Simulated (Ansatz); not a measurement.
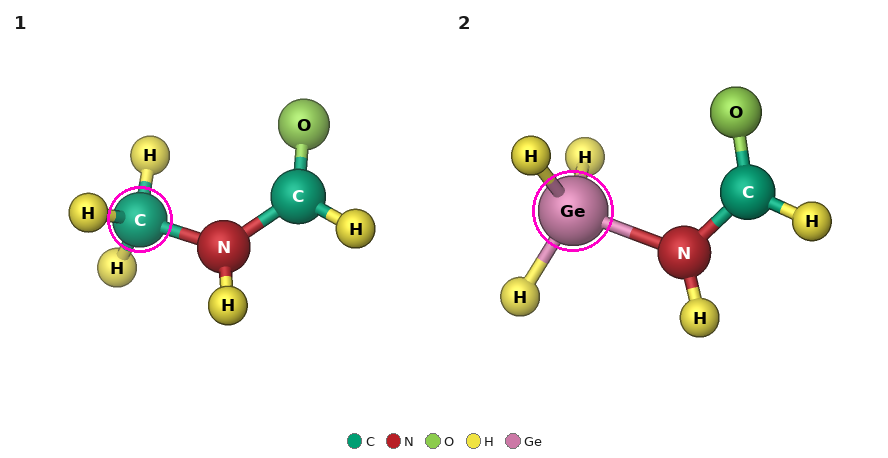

2 molecules with one skeleton, seen from the same side and at one scale; the atom that differs is circled. Charge 0, singlet. Computed geometries: PBE0-D4/def2-TZVP optimisations, one conformation each. Properties computed with Ansatz 0.2.0.

One atom differs, called X below: C in panel 1, Ge in panel 2. Their formulas are C2H5NO (`CNC=O`), CH5GeNO (`O=C[NH][GeH3]`).

### In which is the HOMO–LUMO gap larger (r2SCAN-D4/def2-TZVPP)?

In panel 1 (X = C).

### In which is the HOMO energy (Kohn–Sham orbital) higher (r2SCAN-D4/def2-TZVPP)?

In panel 1 (X = C).

Give the values. With PBE0-D4/def2-TZVP: mean length of X–H (Å), length of X–N (Å), smallest angle N–X–H (°), largest angle N–X–H (°), dipole moment (D), harmonic zero-point energy (kJ/mol). With r2SCAN-D4/def2-TZVPP: HOMO energy (Kohn–Sham orbital) (eV), HOMO–LUMO gap (eV).

| quantity | 1 (C) | 2 (Ge) | 2 − 1 |
| --- | --- | --- | --- |
| mean length of X–H (Å) | 1.092 | 1.532 | +0.440 |
| length of X–N (Å) | 1.441 | 1.868 | +0.427 |
| smallest angle N–X–H (°) | 107.5 | 103.4 | −4.1 |
| largest angle N–X–H (°) | 111.3 | 109.2 | −2.1 |
| dipole moment (D) | 3.97 | 3.48 | −0.49 |
| harmonic zero-point energy (kJ/mol) | 195.5 | 156.8 | −38.7 |
| HOMO energy (Kohn–Sham orbital) (eV) | −6.15 | −6.37 | −0.22 |
| HOMO–LUMO gap (eV) | 6.03 | 5.84 | −0.19 |
